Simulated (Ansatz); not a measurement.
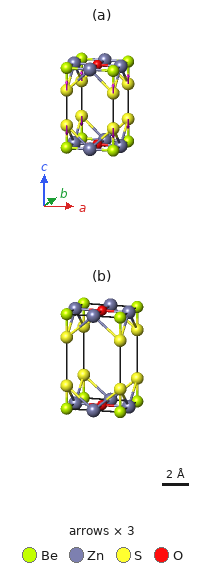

The structure of a crystal of BeZn$_{2}$S$_{2}$O (a generated structure, set up in P4/mmm) (coarse preliminary run) before (top) and after (bottom) a relaxation, at one scale. The purple arrows give the displacements (the part carried along by the change of the cell is left out), magnified 3 times.

The picture is a ball-and-stick view of the cell of the calculation, seen slightly off an axis.

Level of theory: DFT PBE, scalar-relativistic, plane waves, PAW in Ansatz. Settings: plane-wave cutoff 420 eV; k-point mesh 4 × 4 × 4; occupations gaussian; smearing width 0.1 eV; no spin polarisation; cell and atoms relaxed; force threshold 0.04 eV/Å; at most 70 steps.

### What changed between the two?

The largest moves relative to the cell, 0.27 Å, are those of S atoms. O and Zn and Be stay in place. The drawn cell changes as follows: a = b 3.781 → 4.347 Å (+15.0 %), c 6.301 → 7.469 Å (+18.5 %); the volume changes by +56.7 %. Among the contacts that change: S–S 2.775 → 3.832 Å, O–Zn 1.891 → 2.173 Å, Be–Zn 1.891 → 2.173 Å, S–Zn 2.585 → 2.834 Å. Bond angles that change, for instance: Zn–S–Zn 94.0° → 100.2°, S–Zn–S 94.0° → 100.2°, S–Zn–S 86.0° → 79.8°. The space group stays P4/mmm (No. 123). After 8 accepted moves (10 points after the start) the energy has fallen by 602 meV per atom. Largest force component: 1.1 eV/Å at the start, 0.00058 eV/Å at the end. The pressure goes from 37.63 to 0.05 GPa. At 2 points the geometry stayed and the basis and grid were re-selected for the new cell (energy shift of 36.1 meV per atom at most each time).
